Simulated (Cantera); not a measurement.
Input: 1 mol Al(CH3)3, 10 mol N2, 20 mol H2, held at 2.00 mbar.

Method: chemical equilibrium by Gibbs-energy minimisation in Cantera with the NASA 1993 tables (ideal gas, pure condensed phases). Candidate condensed phases: Al, AlN, C, C6H6, C7H8, C8H18; 97 gas species. The feed counts by its element totals alone. Rates play no part.

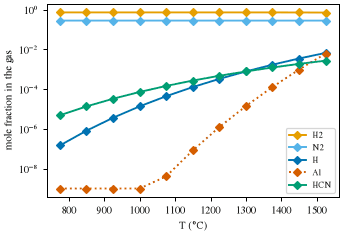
Figure: Equilibrium gas composition (values under 1e-9 drawn at 1e-9)

From 775 °C to 1525 °C the condensed part is AlN(s) + C(graphite).
